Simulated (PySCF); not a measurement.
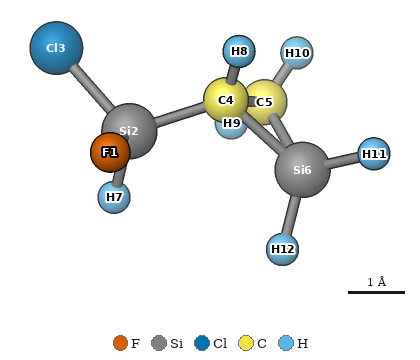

Figure 1. The input geometry of run 1 (ball-and-stick view, seen at a tilt; atoms are numbered from 1 in the order of the input). Bond lengths as drawn: Cl–Si 2.06 Å, C–C 1.55 Å, C–H 1.09 to 1.10 Å, C–Si 1.83 to 1.87 Å, F–Si 1.62 Å and H–Si 1.48 Å.

# C2H6ClFSi2: one change and its effect

System: C2H6ClFSi2.
Method of run 1: GIAO PBE0/pcSseg-1 NMR shielding, non-relativistic, gas phase (PySCF 2.14.0).

The geometry comes from this level: PBE0-D3(BJ)/def2-SVP. Text and figures count atoms from 1; the logs count them from 0 in places.

### Input file, run 1
```
{"job": {"kind": "nmr", "xc": "PBE0", "basis": "pcSseg-1", "pop": false}, "charge": 0, "multiplicity": 1}
F     -1.428094    -2.257295    -0.953679
Si    -1.349302    -0.651216    -0.756289
Cl    -3.245860    -0.036155    -0.231239
C     -0.131821    -0.227441     0.543375
C      0.460795     1.201649     0.585127
Si     1.687303    -0.107056     0.119888
H     -1.006801    -0.039741    -2.064667
H     -0.357002    -0.672954     1.521349
H      0.118927     1.903415    -0.185661
H      0.514917     1.669541     1.573557
H      2.662559    -0.591111     1.124760
H      2.091508    -0.242118    -1.300619
```

The first line tells a small driver script what to run in PySCF; the rest is the geometry in Å.

Command:
```bash
OMP_NUM_THREADS=1 python <driver script> task.json out
```

Hardware: 1 CPU thread, shared host.

### Output (run 1)
```
coarse grid: 11856 points
cycle   1  E = -1218.1680652747  dE =  5.358e-01  |g| = 6.413e-01  |ddm| = 3.220e+00
cycle   2  E = -1218.0897516972  dE =  7.831e-02  |g| = 9.325e-01  |ddm| = 1.282e+00
cycle   3  E = -1218.2511615920  dE = -1.614e-01  |g| = 5.925e-02  |ddm| = 7.723e-01
cycle   4  E = -1218.2517624196  dE = -6.008e-04  |g| = 2.690e-02  |ddm| = 8.449e-02
cycle   5  E = -1218.2519012004  dE = -1.388e-04  |g| = 5.099e-03  |ddm| = 2.891e-02
cycle   6  E = -1218.2519061839  dE = -4.984e-06  |g| = 2.915e-03  |ddm| = 8.256e-03
final grid: 101856 points
cycle   7  E = -1218.2902372778  dE = -1.263e-05  |g| = 9.614e-03  |ddm| = 1.908e-02
cycle   8  E = -1218.2902035918  dE =  3.369e-05  |g| = 1.464e-02  |ddm| = 2.210e-02
cycle   9  E = -1218.2902614696  dE = -5.788e-05  |g| = 7.084e-04  |ddm| = 1.402e-02
cycle  10  E = -1218.2902615324  dE = -6.275e-08  |g| = 3.024e-04  |ddm| = 7.323e-04
cycle  11  E = -1218.2902615477  dE = -1.536e-08  |g| = 4.334e-05  |ddm| = 2.217e-04
cycle  12  E = -1218.2902615481  dE = -3.542e-10  |g| = 1.519e-05  |ddm| = 5.801e-05
converged SCF energy = -1218.2902615481

GIAO shielding tensors (ppm)
atom      isotropic    diamagn.    paramagn.     s11        s22        s33       span
  0 F      324.957     467.392    -142.434    270.235    331.830    372.807    102.573
  1 Si     337.338     876.139    -538.800    298.704    329.080    384.231     85.528
  2 Cl     873.502    1147.908    -274.406    736.038    876.682   1007.786    271.747
  3 C      190.780     261.514     -70.734    160.451    188.330    223.559     63.108
  4 C      193.577     253.200     -59.623    170.682    194.183    215.866     45.184
  5 Si     491.229     881.372    -390.143    383.636    403.947    686.106    302.470
  6 H       26.468      28.600      -2.132     22.504     25.291     31.608      9.104
  7 H       30.951      32.144      -1.192     24.667     27.972     40.214     15.547
  8 H       30.786      31.019      -0.233     25.042     27.841     39.474     14.432
  9 H       30.458      29.948       0.510     24.807     25.848     40.718     15.911
 10 H       28.359      29.226      -0.867     23.108     25.588     36.382     13.274
 11 H       28.529      29.604      -1.075     23.355     26.634     35.599     12.244
```

For run 2 the input was changed thus:
```diff
-"xc": "PBE0"
+"xc": "WP04"
```

What does this change do to the results?

The total energies belong to different methods, so their difference says nothing on which is more stable or more accurate. The HOMO goes from −7.51 to −8.58 eV. The LUMO goes from −0.18 to −1.95 eV. The dipole moment goes from 3.18 to 3.39 D. Of all shieldings, the largest change is that of Si6, by −24.6 ppm. The functional changes from PBE0 to WP04. Exact exchange removes part of the self-interaction error of semilocal functionals, which pushes filled and empty levels apart. The SCF takes 13 iterations against 12.

### Output (run 2)
```
coarse grid: 11856 points
cycle   1  E = -1233.0184330099  dE =  5.205e-01  |g| = 1.065e+00  |ddm| = 3.298e+00
cycle   2  E = -1232.6572101906  dE =  3.612e-01  |g| = 1.712e+00  |ddm| = 2.208e+00
cycle   3  E = -1233.2270781717  dE = -5.699e-01  |g| = 1.475e-01  |ddm| = 1.562e+00
cycle   4  E = -1233.2307469418  dE = -3.669e-03  |g| = 5.477e-02  |ddm| = 1.861e-01
cycle   5  E = -1233.2313320553  dE = -5.851e-04  |g| = 1.292e-02  |ddm| = 6.527e-02
cycle   6  E = -1233.2313678737  dE = -3.582e-05  |g| = 6.160e-03  |ddm| = 1.891e-02
cycle   7  E = -1233.2313759235  dE = -8.050e-06  |g| = 1.240e-03  |ddm| = 5.558e-03
final grid: 101856 points
cycle   8  E = -1233.2773484651  dE = -2.745e-05  |g| = 4.535e-03  |ddm| = 1.948e-02
cycle   9  E = -1233.2773403672  dE =  8.098e-06  |g| = 6.970e-03  |ddm| = 9.629e-03
cycle  10  E = -1233.2773533282  dE = -1.296e-05  |g| = 7.840e-04  |ddm| = 6.746e-03
cycle  11  E = -1233.2773534699  dE = -1.418e-07  |g| = 2.221e-04  |ddm| = 1.032e-03
cycle  12  E = -1233.2773534804  dE = -1.052e-08  |g| = 6.601e-05  |ddm| = 2.468e-04
cycle  13  E = -1233.2773534812  dE = -7.167e-10  |g| = 2.319e-05  |ddm| = 6.273e-05
converged SCF energy = -1233.2773534812

GIAO shielding tensors (ppm)
atom      isotropic    diamagn.    paramagn.     s11        s22        s33       span
  0 F      336.496     471.086    -134.590    282.889    340.451    386.149    103.260
  1 Si     337.731     878.683    -540.952    300.538    330.297    382.358     81.820
  2 Cl     873.779    1152.121    -278.341    733.250    860.614   1027.474    294.224
  3 C      178.307     262.607     -84.300    147.951    174.970    212.000     64.049
  4 C      178.639     254.808     -76.169    155.107    178.720    202.089     46.982
  5 Si     466.641     883.635    -416.994    356.616    388.274    655.033    298.416
  6 H       27.383      29.905      -2.521     23.547     26.150     32.453      8.905
  7 H       31.308      32.740      -1.433     25.446     28.907     39.571     14.125
  8 H       31.108      32.018      -0.910     25.840     28.714     38.771     12.931
  9 H       30.820      30.362       0.457     25.742     26.741     39.977     14.235
 10 H       29.057      29.985      -0.929     24.107     26.624     36.438     12.331
 11 H       29.202      30.704      -1.501     24.313     27.616     35.678     11.365
```

### The two runs side by side

```tsv
quantity	run 1	run 2
outcome	converged	converged
total energy (hartree)	−1218.290262	−1233.277353
HOMO (eV)	−7.51	−8.58
LUMO (eV)	−0.18	−1.95
dipole moment (D)	3.18	3.39
shielding of F1 (ppm)	325.0	336.5
shielding of C4 (ppm)	190.8	178.3
shielding of C5 (ppm)	193.6	178.6
shielding of Si6 (ppm)	491.2	466.6
shielding of H7 (ppm)	26.5	27.4
shielding of H11 (ppm)	28.4	29.1
shielding of H12 (ppm)	28.5	29.2
SCF iterations	12	13
basis functions	153	153
wall time (shared host)	15 s	15 s
```
